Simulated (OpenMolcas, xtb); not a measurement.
# InF (SMILES [F][In]): methods side by side

InF: 2 atoms, total charge 0, spin state singlet. SMILES: `[F][In]`. The shape comes from GFN2-xTB, which is rough for such elements, and wasn't checked as a minimum.

```xyz
2

F     0.0000    0.0000    0.0000
In    0.0000    0.0000    2.0255
```

Each level gives the dipole moment (D). The values are calculated.

| level | kind | program | value (D) | CPU time |
| --- | --- | --- | --- | --- |
| GFN0-xTB | semi-empirical | xtb | 6.25 | under 2 s |
| GFN1-xTB | semi-empirical | xtb | 5.41 | under 2 s |
| GFN2-xTB | semi-empirical | xtb | 4.92 | under 2 s |
| HF/def2-SVP (core potential) | Hartree–Fock | OpenMolcas | 3.34 | 1.5 s |
| HF/def2-SVPD (core potential) | Hartree–Fock | OpenMolcas | 3.58 | 1.8 s |
| HF/def2-TZVP (core potential) | Hartree–Fock | OpenMolcas | 3.52 | 2.7 s |
| HF/def2-TZVPPD (core potential) | Hartree–Fock | OpenMolcas | 3.52 | 3.9 s |
| HF/def2-QZVPPD (RICD fitting, core potential) | Hartree–Fock | OpenMolcas | 3.50 | 16 s |
| RGE2/def2-SVP (core potential) | GGA | OpenMolcas | 2.69 | 3 s |
| RGE2/def2-TZVPP (core potential) | GGA | OpenMolcas | 3.18 | 5.8 s |

The values span 2.69 to 6.25 D. Times are those of the runs behind each value, whatever else they computed, on shared processors of several kinds: orders of magnitude only.

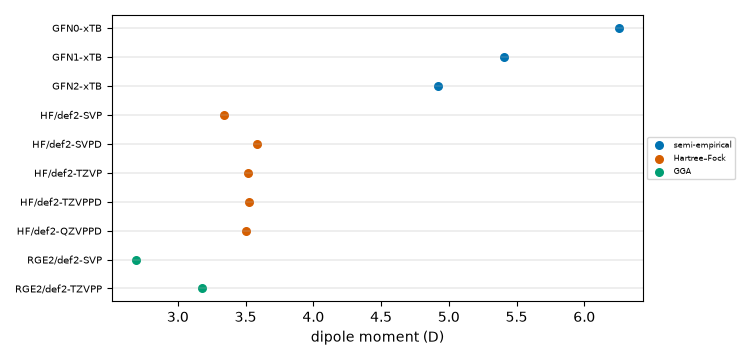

The values of the table, level by level.
